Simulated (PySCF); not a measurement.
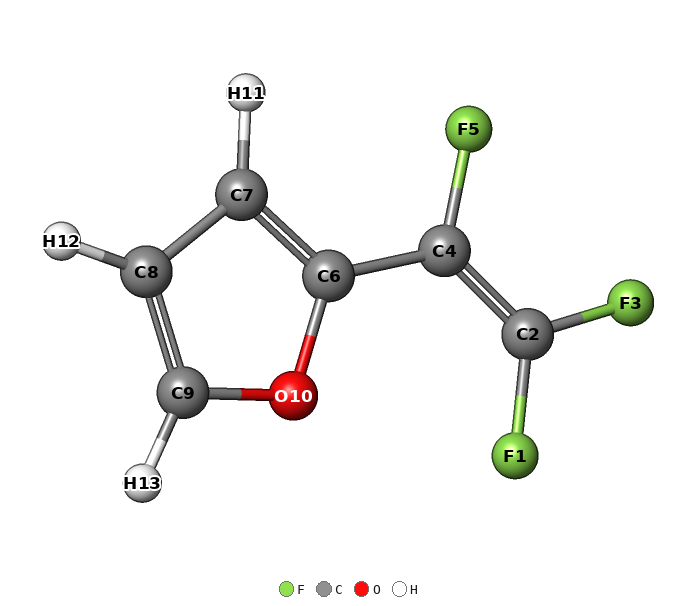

The geometry was computed by an optimisation with PBE0-D3(BJ)/def2-SVP. No frequency run is at hand to confirm it as a minimum. Method: TDDFT CAM-B3LYP/def2-SVPD, vertical, gas phase, core orbitals frozen in the response (PySCF 2.14.0), and the same with a continuum solvent (IEF-PCM, Bondi radii x 1.2, gas-phase geometry).

How do dipole (D), HOMO–LUMO gap (eV), lowest singlet (eV) change in dichloromethane (ε = 8.9), acetone (ε = 20.5)?

| medium | dipole (D) | HOMO–LUMO gap (eV) | lowest singlet (eV) |
| --- | --- | --- | --- |
| gas phase | 2.22 | 7.66 | 5.18 |
| dichloromethane | 2.73 | 7.66 | 5.02 |
| acetone | 2.78 | 7.66 | 5.04 |
